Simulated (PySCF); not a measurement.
**FH7OSi3: density, localisation and related maps**

The calculation's input:

```
{"job": {"kind": "nmr", "xc": "PBE0", "basis": "pcSseg-2"}, "charge": 0, "multiplicity": 1}
Si     0.296257    -0.524878     0.356395
Si    -1.602643     0.707891     0.987953
Si     1.544282     0.372006    -1.409253
O     -0.106197    -2.070750    -0.097261
F      1.243743    -0.586265     1.689172
H     -2.294194     0.029310     2.129487
H     -1.220026     2.091859     1.403375
H     -2.553417     0.793492    -0.163655
H      2.028388     1.733495    -1.024793
H      0.668843     0.499688    -2.614522
H      2.714206    -0.500069    -1.728701
H     -0.680871    -2.573533     0.488813
```

Command:

```sh
OMP_NUM_THREADS=1 python cluster_run.py task.json out
```

Geometry: PBE0-D3(BJ)/def2-SVP.

Theory: PBE0/pcSseg-2, SCF density, gas phase, non-relativistic in PySCF.

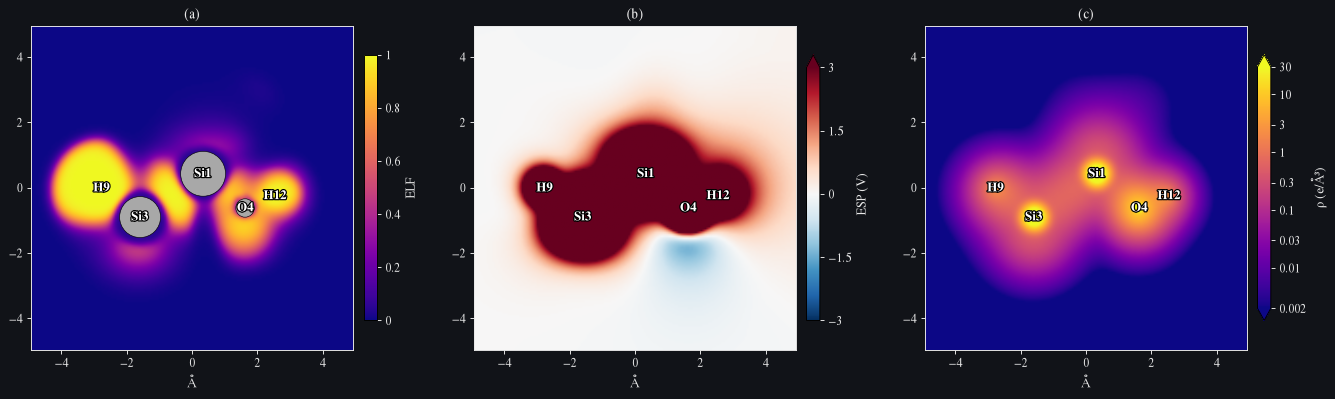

Figure 1. (a) electron localisation function; (b) molecular electrostatic potential; (c) electron density on the plane of atoms Si1, Si3 and H9. Grey discs cover the atomic cores in the ELF map.

**Read the bonding off the picture.**

Atoms in the plane: Si, O and H. Si–O (1.66 Å): ρ is about 1.2 e/Å³ halfway; the ELF peaks at about 0.85 between the atoms: a polar covalent bond. Si–Si (2.34 Å): ρ is about 0.67 e/Å³ halfway; the ELF peaks at about 1 between the atoms, as expected for a covalent bond. O–H (0.96 Å): ρ at the midpoint is about 3.8 e/Å³; the ELF climbs to about 1 towards the hydrogen, as it does in any bond to H (a covalent bond by its length). Si–H (1.50 Å): ρ is about 0.8 e/Å³ halfway; the ELF climbs to about 1 towards the hydrogen. The ELF also peaks beside O4, away from the bonds: lone-pair regions. Outside the dense part of the molecule the potential is most negative (−1.4 V) near O4.

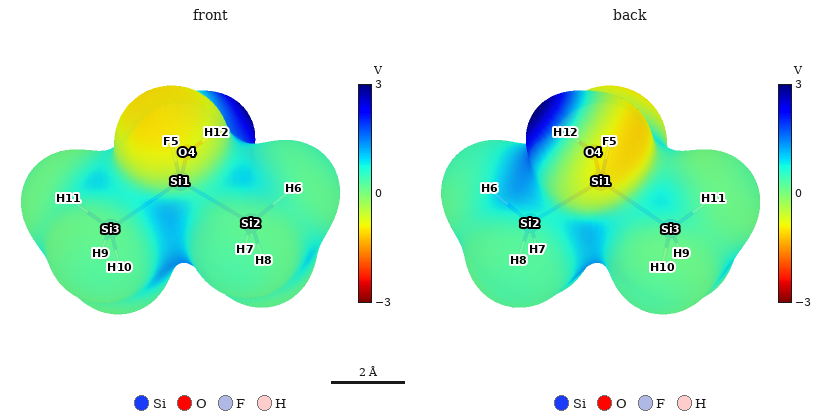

Figure 2. The electrostatic potential painted on the density surface at 0.002 e/bohr³, seen from the front and from behind; the colour scale runs from red (negative) to blue (positive).

**Describe the electrostatic potential map.**

The most negative region (about −1.1 V) lies over O4, the most positive (about +2.9 V) over H12. O4 is the likeliest acceptor of a hydrogen bond.

**How polar is the molecule by this calculation?**

Its dipole moment is 1.40 D.
